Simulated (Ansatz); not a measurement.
BFH₆O₂Si₂ (SMILES FB(O[SiH3])O[SiH3])

Input file:

```
crystal:
  periodic: [false, false, false]
  atoms:
    - {symbol: B, position_ang: [-0.000462, -0.003317, 0.001498]}
    - {symbol: F, position_ang: [-1.075430, 0.091765, -0.801041]}
    - {symbol: O, position_ang: [0.297242, -1.189922, 0.568919]}
    - {symbol: O, position_ang: [0.757621, 1.089965, 0.222184]}
    - {symbol: Si, position_ang: [-0.444571, -2.692030, 0.475865]}
    - {symbol: Si, position_ang: [0.636068, 2.666756, -0.338449]}
    - {symbol: H, position_ang: [-0.457346, -3.170278, -0.936432]}
    - {symbol: H, position_ang: [-1.839919, -2.607181, 0.994703]}
    - {symbol: H, position_ang: [0.358545, -3.615484, 1.320020]}
    - {symbol: H, position_ang: [1.768198, 3.419819, 0.262782]}
    - {symbol: H, position_ang: [0.737994, 2.690358, -1.825893]}
    - {symbol: H, position_ang: [-0.661040, 3.264550, 0.090044]}
basis:
  gaussian:
    orbitals: def2-SVPD
hamiltonian:
  xc: {name: PBE0}
output:
  forces: true
  orbitals: {seedname: orbitals}
```

Launched as:

```sh
ansatz run input.yaml --threads 2 --pin off --max-ram 5220MiB --events-out events.jsonl --progress --plain --runs-dir runs
```

Geometry: PBE0-D4/def2-SVP.

All numbers below come from Ansatz 0.2.0, isolated molecule in a Gaussian basis; Kohn-Sham density functional theory, functional PBE0.

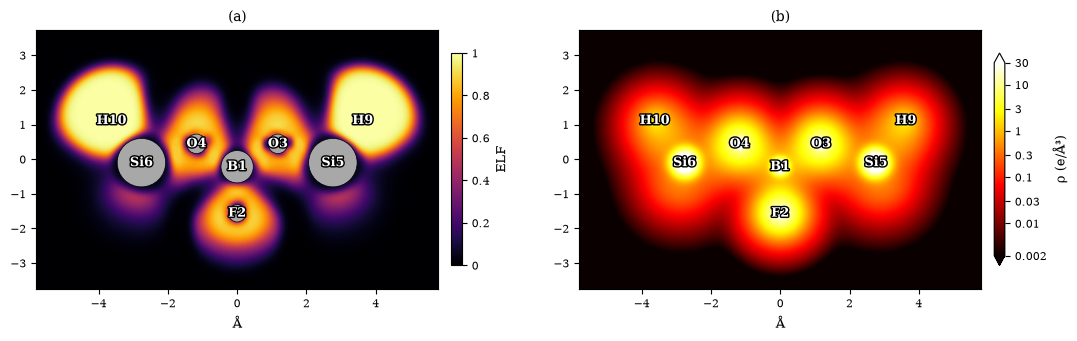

Figure 1. (a) ELF; (b) total electron density on the plane of atoms B1, O3 and Si5. Grey discs cover the atomic cores in the ELF map.

> What do the fields say about this system?

- Atoms in the plane: B, F, O, Si and H.
- B–F (1.34 Å): ρ is about 2.1 e/Å³ halfway; the ELF peaks at about 0.85 between the atoms: a shared but strongly polarised pair.
- B–O (1.35 Å): the density is about 2.2 e/Å³ at the midpoint; the ELF peaks at about 0.90 between the atoms; a short, strongly polar bond.
- Si–O (1.68 Å): ρ at the midpoint is about 1 e/Å³; the ELF peaks at about 0.85 between the atoms (a shared but strongly polarised pair).
- Si–H (1.49 Å): ρ is about 0.78 e/Å³ halfway; the ELF climbs to about 1 towards the hydrogen, as it does in any bond to H.
- The ELF also peaks beside F2, O3 and O4, away from the bonds: lone-pair regions.

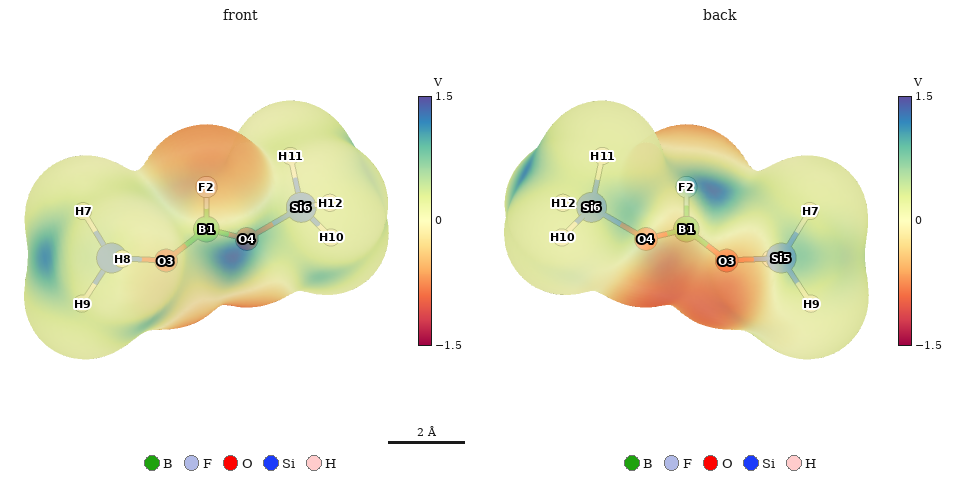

Figure 2. The molecular electrostatic potential painted on the density surface at 0.001 e/bohr³, seen from the front and from behind; red is negative and blue positive.

> Which sites attract a positive test charge, and which a negative one?

A positive charge is drawn to the negative regions and a negative charge to the positive ones. The most negative region (about −1.0 V, or −23 kcal/mol for a unit charge) lies over O3 and O4, the most positive (about +1.2 V, or +28 kcal/mol for a unit charge) over B1, Si5 and Si6.

> What dipole moment does the calculation give?

Its dipole moment is 0.13 D.

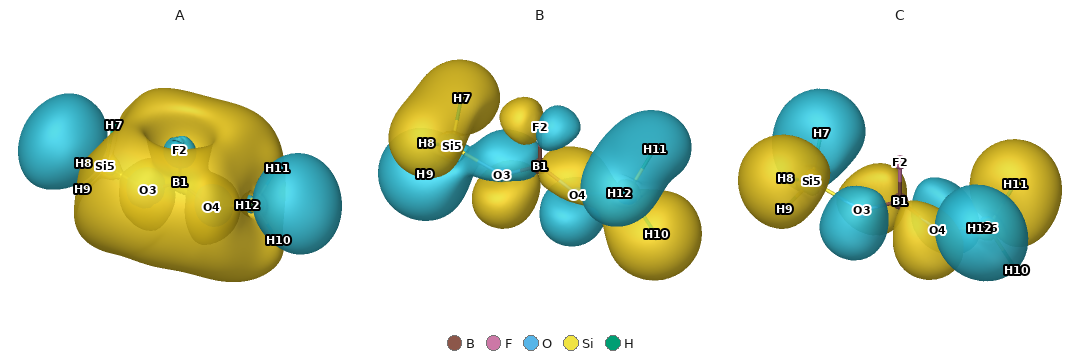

Figure 3. Three frontier orbitals at ±0.04 Å⁻³ᐟ² (yellow and cyan are the two phases), in no order.

> Which picture is the HOMO−1, the HOMO and the LUMO?

B is the HOMO−1 (−9.43 eV). It lies mainly on O4 (about 15 %), O3 (about 15 %), Si6 (about 15 %), Si5 (about 15 %), H10 (about 10 %) and H9 (about 10 %). C is the HOMO (−9.12 eV). It lies mainly on O4 (about 20 %), O3 (about 20 %), Si6 (about 10 %), Si5 (about 10 %), H7 (about 10 %), H8 (about 10 %), H11 (about 10 %) and H12 (about 10 %). A is the LUMO (−0.34 eV). By Hirshfeld shares it lies mainly on Si6 (about 25 %), Si5 (about 25 %) and B1 (about 20 %).

> What is the HOMO–LUMO gap?

8.78 eV between the orbital energies.

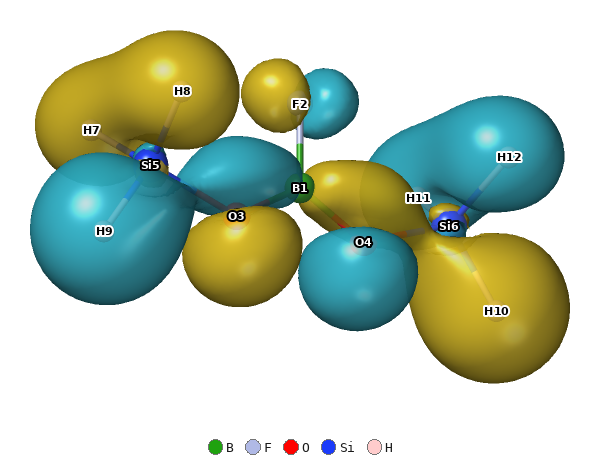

Figure 4. The HOMO−1 at ±0.06 Å⁻³ᐟ² (yellow and cyan are the two phases), seen at a tilt.

> Describe this orbital and give its energy.

By Hirshfeld shares it lies mainly on O4 (about 15 %), O3 (about 15 %), Si6 (about 15 %), Si5 (about 15 %), H10 (about 10 %) and H9 (about 10 %). Its energy is −9.43 eV.
